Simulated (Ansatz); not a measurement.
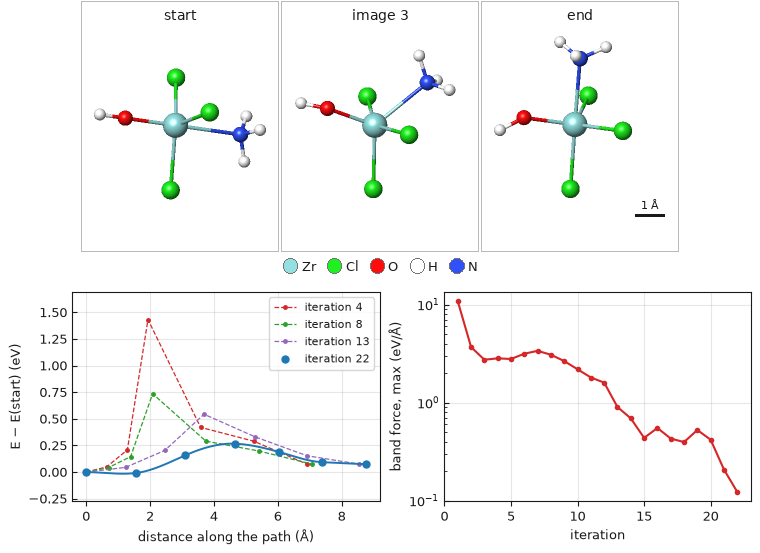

A search for the minimum-energy path of ZrNH₄OCl₃ by the nudged elastic band. Images are numbered from 0 (start) to 6 (end). The plot follows the band through its iterations. Style: ball-and-stick. Shown at a tilt.

Theory: RKS PBE0-D4/def2-SVP in Ansatz. Run with 5 movable images; climbing image; force threshold 0.2 eV/Å; iteration limit 60; starting path through a guess of the saddle point.

> Did the band converge, and can the barrier be trusted?

The run met only a loose threshold, so the barrier can't be trusted yet. The band converged in 22 iterations. The largest component of the band force went from 11 to 0.12 eV/Å. The climbing image converged on the top of the path. Its curvatures weren't checked. The force threshold is so loose that the height of the top is at best an upper bound. The first iteration put the highest image at 4.791 eV. Relative to the start the highest point is image 3 at +0.266 eV and the end lies at +0.075 eV, but the profile dips to −0.009 eV at image 1 on the way, so there is an intermediate minimum on the way.
